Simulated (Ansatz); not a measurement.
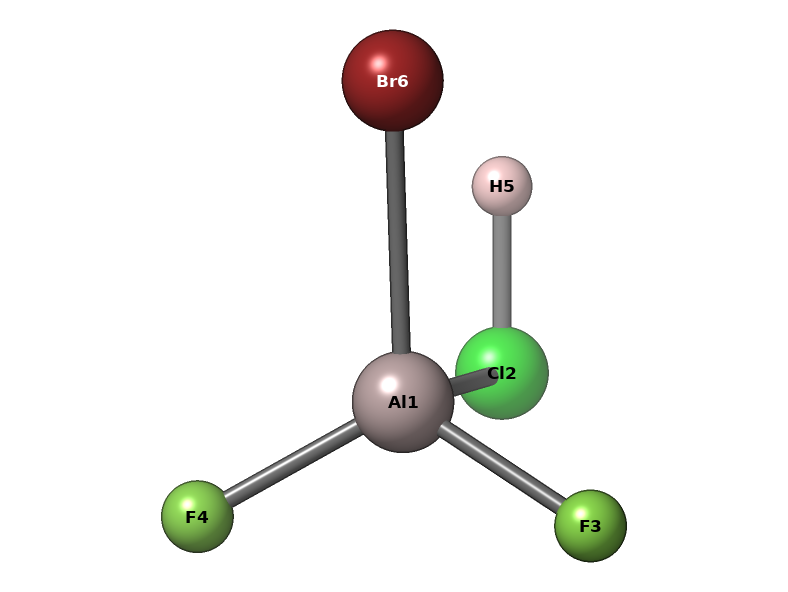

Cl2 lies behind Al1. The molecule seen a little off the Al1–Cl2 bond, Al1 in front. Atoms fade into the background with distance from the viewer. Computed geometry: PBE0-D4/def2-TZVP optimisation.

**What is the torsion angle Br6–Al1–Cl2–H5? The sign is positive where the front bond must turn clockwise to cover the back bond.**

0°, synperiplanar (eclipsed).
